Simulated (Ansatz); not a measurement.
Consider Li3N (charge +1, quartet).

| atom | x (Å) | y (Å) | z (Å) |
| --- | --- | --- | --- |
| Li | 1.0486 | 0.6525 | 1.9634 |
| Li | -1.4354 | 0.5889 | -1.0412 |
| Li | 0.2171 | -1.3482 | -1.2428 |
| N | 0.1697 | 0.1068 | 0.3206 |

Geometry: PBE0-D4/def2-TZVP.

All numbers below come from UKS PBE0-D4/def2-TZVP in Ansatz.

> What can the converged electron density, electron localisation function and spin density tell about the bonding?

Li–N (1.94 Å): ρ is about 0.5 e/Å³ halfway; the ELF peaks at about 0.95 in the valence shell of N, 0.7 Å from its nucleus, and falls to about 0.10 next to Li (an ionic contact with no shared pair).
Li–Li (2.55 Å): ρ is about 0.07 e/Å³ halfway; the ELF is about 0.25 at the midpoint.
Li–N (2.14 Å): ρ is about 0.29 e/Å³ halfway; the ELF peaks at about 0.90 in the valence shell of N, 0.7 Å from its nucleus, and falls to about 0.05 next to Li (a largely ionic contact).
The unpaired spin (3 electrons) lies mostly on N4 (about 1.9), Li2 (about 0.5), Li3 (about 0.5) and Li1 (about 0.1), in electrons by Hirshfeld's partition.

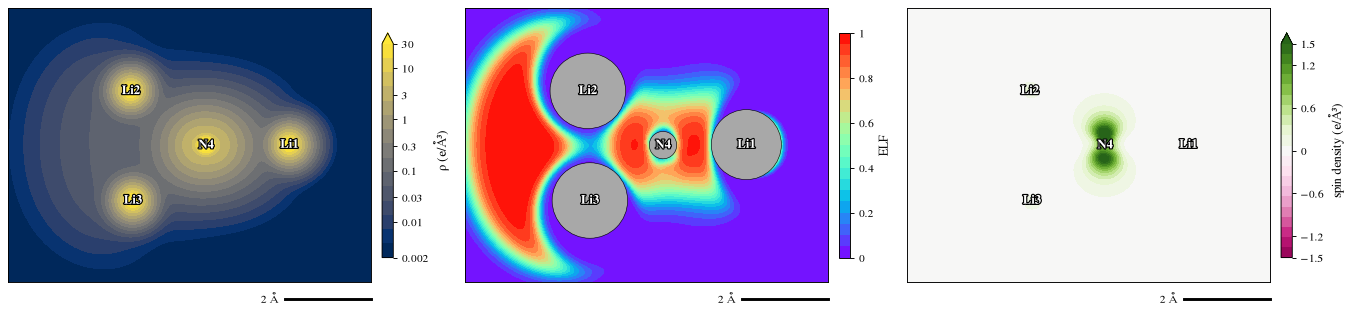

Computed electron density, electron localisation function and spin density on the molecular plane, in this order. Grey discs cover the atomic cores in the ELF map. 
